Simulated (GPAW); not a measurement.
Consider HfO2 (Fm-3m).

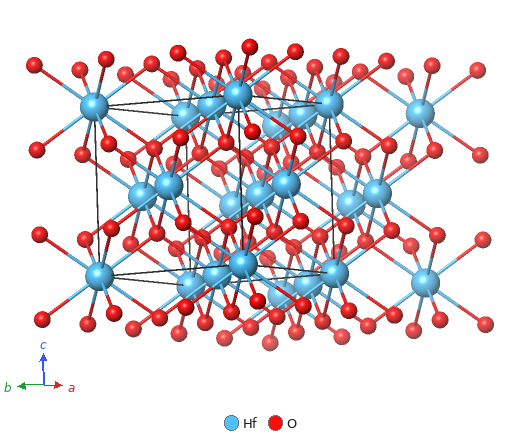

The structure (hafnium blue, oxygen red). 2×1×1 conventional cells are drawn. Some periodic images of atoms are drawn too.

```xyz
3
Lattice="0.0000 2.5575 2.5575 2.5575 0.0000 2.5575 2.5575 2.5575 0.0000" Properties=species:S:1:pos:R:3 pbc="T T T"
Hf    0.0000    0.0000    0.0000
O     3.8363    3.8363    3.8363
O     1.2788    1.2788    1.2788
```

Absorber: atom 2, with 4 Hf at 2.21 Å (tetrahedral, site symmetry -43m). Method: GPAW, PBE, full core hole (charged cell), 24-atom cell with 7.2 Å between holes, 4×4×4 k points, dipole transitions, Gaussian full width 0.9 eV up to 4 eV, rising linearly to 3.5 eV at 25 eV, without spin-orbit coupling.

Question: Where do the maxima of the O K edge fall?

Main maxima up to 24 eV above the zero (height): 0.5 eV (1.60), 3.9 eV (3.76), 8.8 eV (1.24), 12.8 eV (1.15), 16.9 eV (0.83) and 22.4 eV (0.99). A K edge sees empty p states; the first features are O p mixed into the empty d states of the Hf neighbours, and the broad ones above probably into the cations' higher empty bands. The total-energy difference plus the lowest empty eigenvalue puts the zero at 540.09 eV. One term is added: -8.91 eV, since the hole is spin-paired here and a spin-polarised one costs that much less in the free atom (computed apart). The photon energy is then 531.18 eV. The functional and the charged cell's background leave an error of a few eV in such absolute values.

The O K spectrum (energy from the lowest empty level; intensity scaled to a mean of 1 over the first 20 eV):

| E (eV) | intensity |
| --- | --- |
| -2.0 | 0.00 |
| -0.5 | 0.09 |
| 1.0 | 0.85 |
| 2.5 | 0.64 |
| 4.0 | 3.75 |
| 5.5 | 0.91 |
| 7.0 | 0.69 |
| 8.5 | 1.18 |
| 10.0 | 0.66 |
| 11.5 | 0.72 |
| 13.0 | 1.14 |
| 14.5 | 0.76 |
| 16.0 | 0.76 |
| 17.5 | 0.80 |
| 19.0 | 0.65 |
| 20.5 | 0.77 |
| 22.0 | 0.98 |
| 23.5 | 0.88 |
| 25.0 | 0.54 |
| 26.5 | 0.35 |
| 28.0 | 0.36 |
| 29.5 | 0.43 |
| 31.0 | 0.52 |

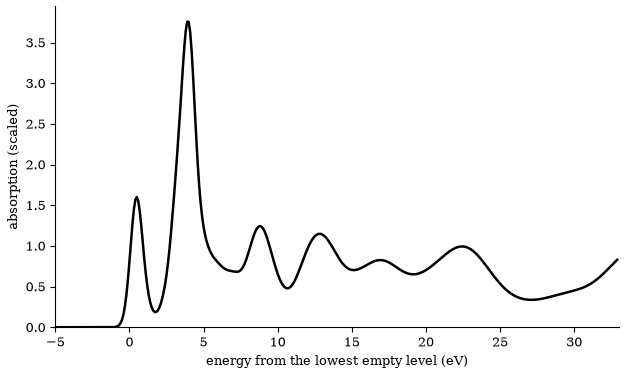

The O K edge.

The mesh is coarse (0.27 Å⁻¹ between points), so small maxima may be mesh ripples. The structure is a published determination, not relaxed.

[Banner, clock and machine lines of the logs are left out without a mark of their own.]

[Logs are printed without paths, hosts, clocks, repeated set-up lines and the standing remarks that a program may print on its own settings, such as how far it seeks lower states.]

[Hosts, paths, dates, database ids (printed as entryN), source tags and the programs' standing remarks are cut or masked in the printed files.]

[Lists of maxima count a maximum above −3 eV only where it reaches 4 % of the highest in the window and stands out from its surroundings by 2 % of it (1.5 % where it reaches 55 %); shoulders and weaker maxima are passed over, and of the rest the first, up to two pre-edge ones and the few strongest are named.]
